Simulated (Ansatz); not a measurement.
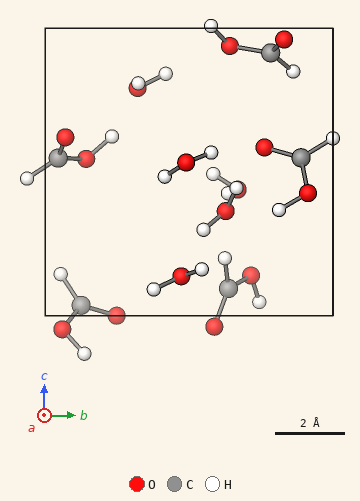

Starting frame of a dynamics run of a periodic cell with 5 HCOOH + 5 H2O at 0.88 g/cm³. A ball-and-stick model of the simulation cell, seen along the a axis.

The calculation used Ansatz 0.2.0, DFT PBEsol, scalar-relativistic, plane waves, PAW.

The input:
```yaml
crystal:
  lattice:
    - [8.45536, 0.0, 0.0]
    - [0.0, 8.45536, 0.0]
    - [0.0, 0.0, 8.45536]
  atoms:
    - { symbol: O, position: [0.01734225, 0.71107402, 0.13641996] }
    - { symbol: C, position: [0.14942195, 0.63260276, 0.09138046] }
    - { symbol: O, position: [0.1722601, 0.58354996, -0.04145061] }
    - { symbol: H, position: [-0.05454188, 0.73989702, 0.04442094] }
    - { symbol: H, position: [0.22871789, 0.62021552, 0.19636498] }
    - { symbol: O, position: [0.93941248, 0.90909553, 0.42275727] }
    - { symbol: C, position: [0.84658569, 0.88491836, 0.54573895] }
    - { symbol: O, position: [0.78673974, 0.75786818, 0.58148315] }
    - { symbol: H, position: [0.95856036, 0.808449, 0.36426471] }
    - { symbol: H, position: [0.82551872, 0.99560274, 0.61312532] }
    - { symbol: O, position: [0.13991333, 0.05528458, 0.94949721] }
    - { symbol: C, position: [0.02404106, 0.12074074, 1.03285404] }
    - { symbol: O, position: [-0.04137069, 0.24404003, 0.99680008] }
    - { symbol: H, position: [0.17333204, 0.13184821, 0.86466883] }
    - { symbol: H, position: [-0.00360907, 0.04966995, 1.14116776] }
    - { symbol: O, position: [0.22922524, 0.13841299, 0.54175261] }
    - { symbol: C, position: [0.3528487, 0.04105344, 0.54460981] }
    - { symbol: O, position: [0.47536761, 0.06578099, 0.61677273] }
    - { symbol: H, position: [0.25008932, 0.22796535, 0.61965168] }
    - { symbol: H, position: [0.32917252, -0.06706664, 0.47339972] }
    - { symbol: O, position: [0.60419783, 0.63773052, 0.93418889] }
    - { symbol: C, position: [0.66293165, 0.77944138, 0.91030576] }
    - { symbol: O, position: [0.79243318, 0.82610702, 0.95676187] }
    - { symbol: H, position: [0.67886212, 0.57238076, 1.00374962] }
    - { symbol: H, position: [0.57822068, 0.85780984, 0.84549587] }
    - { symbol: O, position: [0.77948725, 0.46876263, 0.13377909] }
    - { symbol: H, position: [0.86798951, 0.54004185, 0.15789861] }
    - { symbol: H, position: [0.8318223, 0.37315181, 0.088212] }
    - { symbol: O, position: [0.57706018, 0.6231099, 0.36043155] }
    - { symbol: H, position: [0.65274769, 0.66061523, 0.44052044] }
    - { symbol: H, position: [0.63508517, 0.5461828, 0.29533002] }
    - { symbol: O, position: [0.27774264, 0.31701745, 0.78826292] }
    - { symbol: H, position: [0.39185266, 0.31927525, 0.80439532] }
    - { symbol: H, position: [0.23611898, 0.41478858, 0.83758001] }
    - { symbol: O, position: [0.26755349, 0.66466413, 0.43507516] }
    - { symbol: H, position: [0.37925948, 0.63069264, 0.42226578] }
    - { symbol: H, position: [0.21129369, 0.57980485, 0.4892815] }
    - { symbol: O, position: [0.97369775, 0.48580695, 0.52913206] }
    - { symbol: H, position: [0.90442056, 0.57265426, 0.5636472] }
    - { symbol: H, position: [0.90030075, 0.41133081, 0.4801298] }
basis:
  ecutwfc: 420.0
kpoints:
  mp_grid: { grid: [1, 1, 1] }
hamiltonian:
  xc: pbesol
scf:
  occupations: { method: fermi_dirac, width: 0.05 }
  lower_state_search: "off"
md:
  timestep: 0.75
  n_steps: 260
  ensemble: nvt_langevin
  temperature: 300.0
  initial_velocities: maxwell_boltzmann
  seed: 236502
  friction: 0.02
```

Launched with:
```bash
ansatz run input.yaml --threads 1 --pin off --max-ram 3072MiB --backend cpu --events-out ev --progress --plain --runs-dir out
```

Q: What does the trajectory do?

A: Over the second half the temperature averages 289 K (spread ±26 K). The potential energy in the second half lies on average 22.7 meV per atom above the first frame. In the second half of the run the atoms are, in the root-mean-square, this far from where they began (common drift taken out): H 0.63 Å, O 0.47 Å, C 0.40 Å. The heavy atoms stay within a fraction of a molecule's size of their starting places; so short a run doesn't tell a liquid from a solid.

Along the run (each row but the first and the last is the mean over the interval that it begins):

| time (fs) | potential energy (meV/atom) | T (K) |
| --- | --- | --- |
| 0.0 | 0.0 | 292 |
| 19.5 | 21.0 | 252 |
| 39.0 | 22.2 | 252 |
| 58.5 | 22.9 | 275 |
| 78.0 | 25.3 | 278 |
| 97.5 | 21.7 | 289 |
| 117.0 | 21.7 | 300 |
| 136.5 | 25.0 | 273 |
| 156.0 | 23.1 | 273 |
| 175.5 | 22.1 | 310 |
| 195.0 | 24.0 | 320 |

The paths of the atoms:

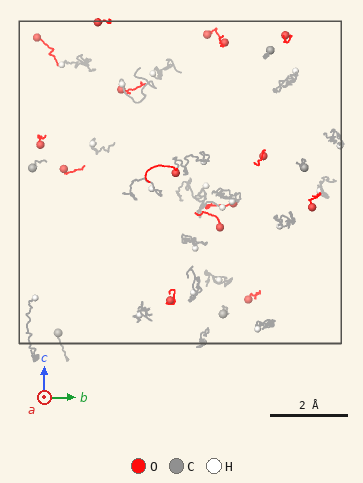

Limits of the set-up: the periodic images lie only 8.5 Å apart, so the values are limited by the cell's size.
